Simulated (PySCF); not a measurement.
Consider C5HFN2.

```yaml
atoms:
  - { symbol: N, position_ang: [3.8808, 0.2006, 0.6897] }
  - { symbol: C, position_ang: [2.7533, 0.0709, 0.5215] }
  - { symbol: C, position_ang: [1.4116, -0.0867, 0.3264] }
  - { symbol: C, position_ang: [0.2327, -0.2569, 0.1336] }
  - { symbol: C, position_ang: [-1.1997, -0.4128, -0.0452] }
  - { symbol: F, position_ang: [-1.8430, -0.4846, 1.1720] }
  - { symbol: C, position_ang: [-1.7064, 0.7199, -0.8181] }
  - { symbol: N, position_ang: [-2.0912, 1.6062, -1.4230] }
  - { symbol: H, position_ang: [-1.4245, -1.3506, -0.5820] }
```

Geometry: GFN2-xTB.

Theory: PBE0/pcSseg-1, SCF density, gas phase, non-relativistic in PySCF 2.14.0.

What will maps of the electron density and electron localisation function show?

C–N (1.14 Å): ρ at the midpoint is about 3.6 e/Å³; the ELF peaks at about 0.85 between the atoms; a multiple bond.
C–C (1.21 Å): the density is about 2.7 e/Å³ at the midpoint; the ELF peaks at about 0.85 between the atoms: a short, multiple covalent bond.
C–C (1.36 Å): ρ is about 2.1 e/Å³ halfway; the ELF peaks at about 0.95 between the atoms (a covalent bond).

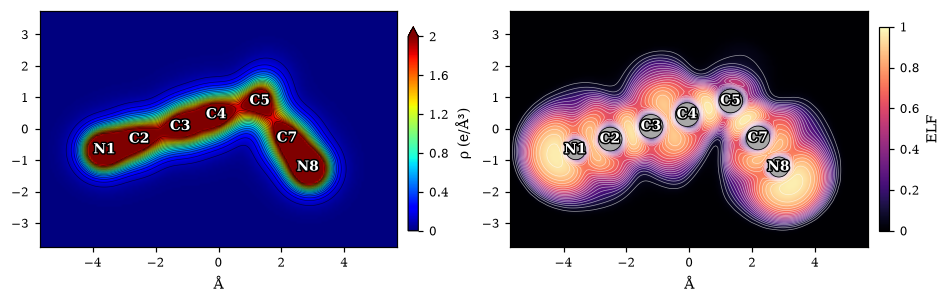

Computed electron density and electron localisation function on the plane of atoms C4, C5 and C7, in this order. Grey discs cover the atomic cores in the ELF map. 
